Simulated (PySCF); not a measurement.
# C5H6Cl2OSi: what the fields show

Input file:

```
{"job": {"kind": "uv", "xc": "B3LYP", "basis": "def2-SVPD", "nstates": 8, "ntriplets": 3}, "charge": 0, "multiplicity": 1}
C     -1.947129    -0.169644    -1.095801
C     -2.042436    -0.616740     0.341031
O     -2.999064    -1.202268     0.789170
C     -0.865956    -0.308669     1.180599
C      0.153105     0.396006     0.777915
C      1.176925     1.041092     0.316350
Si     2.631952     0.197820    -0.549255
Cl     2.127858    -1.711418    -0.943657
Cl     4.246512     0.259206     0.656172
H     -2.870319    -0.407782    -1.617102
H     -1.761178     0.900582    -1.141736
H     -1.114281    -0.678295    -1.577094
H     -0.904102    -0.700285     2.187934
H      1.227450     2.114564     0.433963
H      2.936251     0.893821    -1.791710
```

Command:

```sh
OMP_NUM_THREADS=1 python probes_run.py task.json out
```

Geometry: GFN2-xTB.

All numbers below come from PySCF 2.14.0, B3LYP/def2-SVPD, SCF density, gas phase.

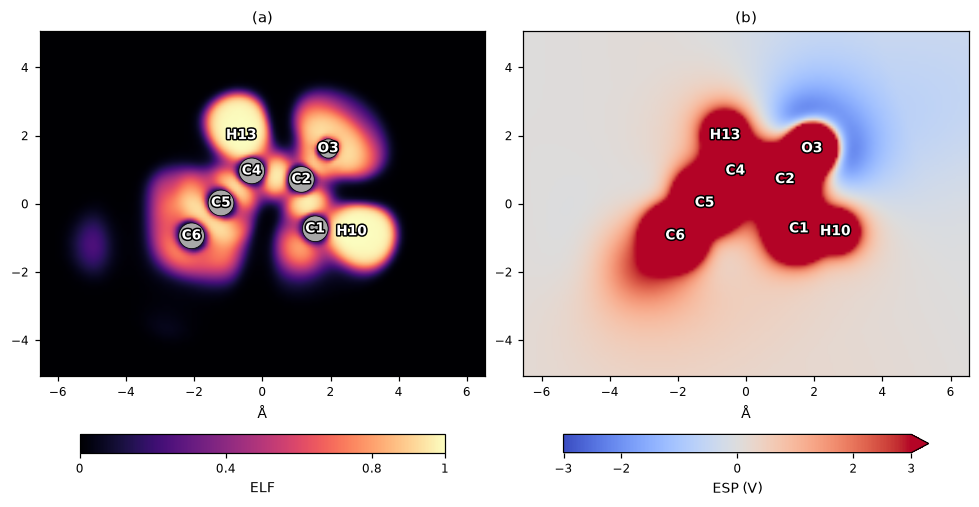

Figure 1. (a) ELF; (b) electrostatic potential on the plane of atoms C2, C4 and H13. Grey discs cover the atomic cores in the ELF map.

Interpret the plot.

- The section cuts through C, O and H sites.
- C–O (1.21 Å): the ELF peaks at about 0.85 between the atoms (a short, multiple covalent bond).
- C–C (1.30 Å): the ELF peaks at about 0.90 between the atoms: a short, multiple covalent bond.
- C–H (1.09 Å): the ELF climbs to about 1 towards the hydrogen, as it does in any bond to H (an ordinary covalent bond to hydrogen).
- C–C (1.48 Å): the ELF peaks at about 0.95 between the atoms (localised, covalent bonding).
- The ELF also peaks beside O3, away from the bonds: lone-pair regions.
- Outside the dense part of the molecule the potential is most negative (−2.1 V) near O3.

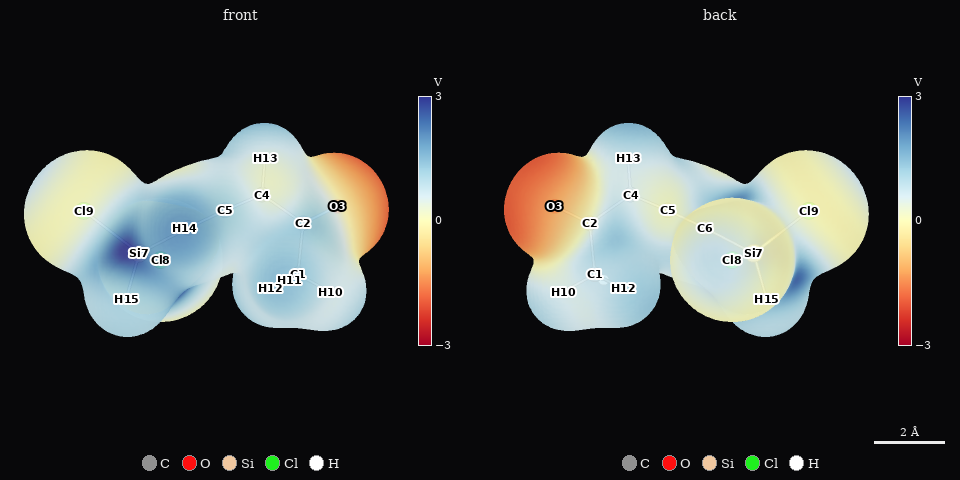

Figure 2. The molecular electrostatic potential painted on the density surface at 0.004 e/bohr³, seen from the front and from behind; red is negative and blue positive.

Describe the electrostatic potential map.

The most negative region (about −1.9 V, or −44 kcal/mol for a unit charge) lies over O3, the most positive (about +2.7 V, or +62 kcal/mol for a unit charge) over Si7. Cl8 shows a σ-hole: about +0.7 V, or +16 kcal/mol for a unit charge at the tip opposite its bond, against about +0.2 V on its flanks. Cl9 shows a σ-hole: about +0.7 V, or +16 kcal/mol for a unit charge at the tip opposite its bond, against about 0.0 V on its flanks. O3 is the likeliest acceptor of a hydrogen bond.

What dipole moment does the calculation give?

Its dipole moment is 3.61 D.
